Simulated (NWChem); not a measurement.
# PBE0/cc-pVDZ run of C2H4Si (ethynylsilane)

Aim: the vertical ionisation energy of C2H4Si (ethynylsilane) at PBE0/cc-pVDZ, from 2 runs. 

The results are computed with NWChem 7.3.0.

4 further runs of the same task are left out: 1 that didn't finish, 3 set aside as unsound or not needed.

### 1 Starting point

C2H4Si: 7 atoms, total charge 0, spin state singlet. As SMILES, `C#C[SiH3]`. The coordinates come from a PBE0-D4/def2-TZVP relaxation.

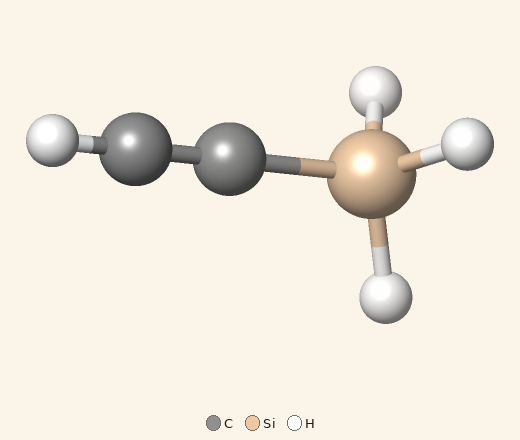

Viewed from a chosen angle; carbon grey, silicon light orange, hydrogen white.

### 2 The energy at PBE0/cc-pVDZ

mol.nw

```
start mol
memory stack 880 mb heap 220 mb global 1100 mb
geometry units angstrom noautosym nocenter noautoz
  C       -0.580700      -1.871400       0.172200
  C       -0.218500      -0.726500       0.062400
  Si       0.329800       1.004300      -0.103800
  H       -0.901000      -2.883500       0.269300
  H       -0.094500       1.528300      -1.425000
  H       -0.281700       1.818100       0.974900
  H        1.807900       1.062900       0.004400
end
basis spherical bse
  * library cc-pVDZ
end
dft
  xc pbe0
  mult 1
  grid fine
  convergence energy 1e-08
  iterations 100
  mulliken
  noprint "final vectors analysis"
end
task dft energy
```

Command:

```bash
$ nwchem mol.nw > mol.out
```

Output:

```text
[...]
          Wavefunction type:  closed shell.
          No. of atoms     :     7
          No. of electrons :    30
[...]
          Charge           :     0
          Spin multiplicity:     1
[...]
          AO basis - number of functions:    66
[...]
              XC Information
              --------------
                         PBE0 Method XC Functional
                     Hartree-Fock (Exact) Exchange  0.250
          PerdewBurkeErnzerhof Exchange Functional  0.750
            Perdew 1991 LDA Correlation Functional  1.000 local
           PerdewBurkeErnz. Correlation Functional  1.000 non-local
[...]
 d= 0,ls=0.0,diis     1   -367.7762469062 -4.51D+02  7.97D-03  2.24D-01     2.6
[...]
 d= 0,ls=0.0,diis    10   -367.8081069480 -5.56D-10  6.45D-08  1.81D-11    13.8
         Total DFT energy =     -367.808106947959
      One electron energy =     -670.319601847379
           Coulomb energy =      252.419523772737
    Exchange-Corr. energy =      -32.955925624551
 Nuclear repulsion energy =       83.047896751235
[...]
      Total Density - Mulliken Population Analysis
     ---------------------------------------------
    Atom       Charge   Shell Charges
 -----------   ------   -------------------------------------------------------
    1 C    6     6.11   2.01  0.67  0.71  1.99  0.71  0.03
    2 C    6     6.03   2.01  0.68  0.64  2.00  0.66  0.03
    3 Si  14    13.75   2.00  2.03  0.78  0.40  6.01  1.58  0.72  0.24
    4 H    1     0.98   0.73  0.22  0.03
    5 H    1     1.04   0.72  0.31  0.01
    6 H    1     1.04   0.72  0.31  0.01
    7 H    1     1.04   0.72  0.31  0.01
[...]
```

Wall time 15 s (1 thread of Intel Xeon 6975P-C (Granite Rapids), shared host); peak memory 0.11 GiB.

### 3 The doublet cation, same level

c2h4si.xyz

```xyz
7
C2H4Si
C     -0.580700    -1.871400     0.172200
C     -0.218500    -0.726500     0.062400
Si     0.329800     1.004300    -0.103800
H     -0.901000    -2.883500     0.269300
H     -0.094500     1.528300    -1.425000
H     -0.281700     1.818100     0.974900
H      1.807900     1.062900     0.004400
```

c2h4si.nw

```
start c2h4si
title "C2H4Si"
memory stack 880 mb heap 220 mb global 1100 mb
charge 1

geometry noautosym nocenter noautoz
   load c2h4si.xyz
end

basis spherical bse
   * library cc-pVDZ
end

dft
   xc pbe0
   mult 2
   grid fine
   convergence energy 1e-08
   iterations 100
   mulliken
   noprint "final vectors analysis"
end

task dft energy
```

Command:

```bash
$ nwchem c2h4si.nw > c2h4si.out
```

Output:

```text
[...]
          Wavefunction type:  spin polarized.
          No. of atoms     :     7
          No. of electrons :    29
[...]
          Charge           :     1
          Spin multiplicity:     2
[...]
          AO basis - number of functions:    66
[...]
              XC Information
              --------------
                         PBE0 Method XC Functional
                     Hartree-Fock (Exact) Exchange  0.250
          PerdewBurkeErnzerhof Exchange Functional  0.750
            Perdew 1991 LDA Correlation Functional  1.000 local
           PerdewBurkeErnz. Correlation Functional  1.000 non-local
[...]
 d= 0,ls=0.0,diis     1   -367.3482212446 -4.50D+02  8.16D-03  1.79D-01     2.7
[...]
 d= 0,ls=0.0,diis    14   -367.4209699202 -3.91D-09  3.20D-07  1.99D-10    31.3
[...]
         Total DFT energy =     -367.420969920247
      One electron energy =     -662.686456732577
           Coulomb energy =      244.863035295304
    Exchange-Corr. energy =      -32.645445234209
 Nuclear repulsion energy =       83.047896751235
[...]
      Total Density - Mulliken Population Analysis
     ---------------------------------------------
    Atom       Charge   Shell Charges
 -----------   ------   -------------------------------------------------------
    1 C    6     5.82   2.01  0.72  0.72  1.91  0.43  0.03
    2 C    6     5.86   2.01  0.73  0.66  1.91  0.50  0.04
    3 Si  14    13.69   2.00  2.03  0.81  0.39  6.01  1.61  0.64  0.20
    4 H    1     0.87   0.70  0.14  0.04
    5 H    1     0.90   0.67  0.21  0.01
    6 H    1     0.93   0.70  0.22  0.01
    7 H    1     0.93   0.69  0.22  0.01
[...]
      <S2> =      0.7555 (Exact =     0.7500)
[...]
```

Run time: 32 s. Hardware: 1 thread of Intel Xeon 6975P-C (Granite Rapids), shared host; peak memory 0.11 GiB.

### 4 Results

At PBE0/cc-pVDZ:

| quantity | value |
| --- | --- |
| singlet C2H4Si: total energy | -367.80811 Eh |
| singlet C2H4Si: dipole moment | 0.36 D |
| doublet cation: total energy | -367.42097 Eh |
| doublet cation: ⟨S²⟩ | 0.755 |
| vertical ionisation energy (to the doublet cation) | 10.535 eV |

What this shows: The vertical ionisation energy comes to 10.53 eV (243 kcal/mol). Mulliken charges (singlet C2H4Si) run from -0.11 on C1 to +0.25 on Si3; they depend strongly on the basis. Mulliken charges (doublet cation) run from +0.07 on H6 to +0.31 on Si3; they depend strongly on the basis.
